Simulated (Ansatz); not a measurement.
In doubt: masses and optical values from hybrid runs of this build are listed as unsure (in some of the runs), which bears on the screening that GW takes from such a start.

The crystal is TiO2 (Rutile).

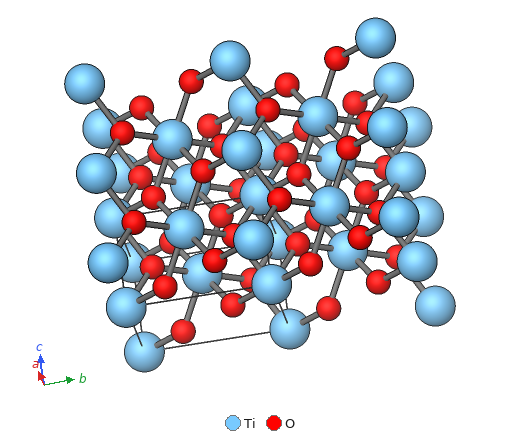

The structure (titanium blue, oxygen red). 2×2×2 cells are drawn. Some periodic images of atoms are drawn too.

The structure is tetragonal, space group P4_2/mnm (No. 136). Conventional cell: a = 4.592 Å, b = 4.592 Å, c = 2.957 Å, α = 90.00°, β = 90.00°, γ = 90.00°. Nearest to Ti lie 6 O at 1.95 to 1.98 Å. Nearest to O lie 3 Ti at 1.95 to 1.98 Å. Farther neighbours and most contacts between anions are not listed.

```
Ti O
1.0
     4.59220    0.00000    0.00000
     0.00000    4.59220    0.00000
     0.00000    0.00000    2.95740
Ti O
2 4
Direct
  0.00000 0.00000 0.00000
  0.50000 0.50000 0.50000
  0.30496 0.30496 0.00000
  0.19504 0.80496 0.50000
  0.69504 0.69504 0.00000
  0.80496 0.19504 0.50000
```

The cell and positions come from the Crystallography Open Database and are kept as given unless a step says otherwise. PAW set soft_2, made with PBE.

Gaps computed with Ansatz 0.2.0 without a self-energy: HSE06 3.40 eV, r2SCAN 2.23 eV and PBE0 4.16 eV.

**Question.** Estimate the G0W0@HSE06 gap with 4×4×6 mesh, 493 empty bands, screening to 230 eV, default PAW files.

About 3.67 eV: on its mesh the run moves the gap from 3.40 eV by +0.27 eV. A band edge moves to another state on the way. Among the scalar-relativistic levels given, HSE06 is nearest (−0.27 eV). Bands and cutoff are finite, so the gap is not at the basis limit. The miss can reach some tenths of an eV and take either sign; the mesh is an error of its own.

[Paths, hosts, dates, memory and timing lines, banners, echoed tables and standing remarks are left out of the program output.]

[Logs are printed without paths, hosts, clocks, repeated set-up lines and the standing remarks that a program may print on its own settings, such as how far it seeks lower states.]

[Runs of the session that timed out or met a known fault of the program may be left out.]

[Cells called generated may have been cut or substituted from an entry of the Crystallography Open Database or the Materials Project.]

[Hosts, paths, dates, database ids (printed as entryN), source tags and the programs' standing remarks are cut or masked in the printed files.]
